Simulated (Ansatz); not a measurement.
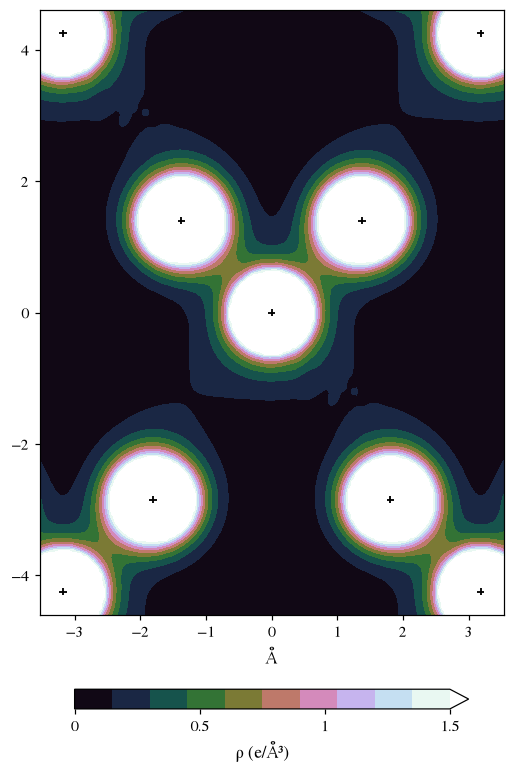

The valence pseudo-density on a plane through atoms (crosses mark nuclei in the plane).

Computed with DFT PBE, scalar-relativistic, plane waves, PAW in Ansatz.

Candidates:
A. Ga$_{3}$O$_{2}$, a = 5.98 Å, b = 6.36 Å, c = 8.50 Å, α = 90.00°, β = 90.00°, γ = 90.00°. Space group Fmm2; a structure generated by program, which may or may not match a known phase; computed without spin polarisation.
B. Al$_{3}$As, a = 2.73 Å, b = 2.73 Å, c = 10.78 Å, α = 90.00°, β = 90.00°, γ = 90.00°. Space group P4/mmm; a structure generated by program, which may or may not match a known phase.
C. Y$_{2}$SiF$_{2}$, a = 5.80 Å, b = 5.80 Å, c = 4.30 Å, α = 90.00°, β = 90.00°, γ = 90.00°. Space group P4/mmm; a structure generated by program, which may or may not match a known phase.

Which candidate gave the map?

Answer. Candidate A: Ga$_{3}$O$_{2}$ on the (100) plane of the conventional cell, which holds Ga and O. Ga–O (1.96 Å): ρ is about 0.65 e/Å³ halfway.
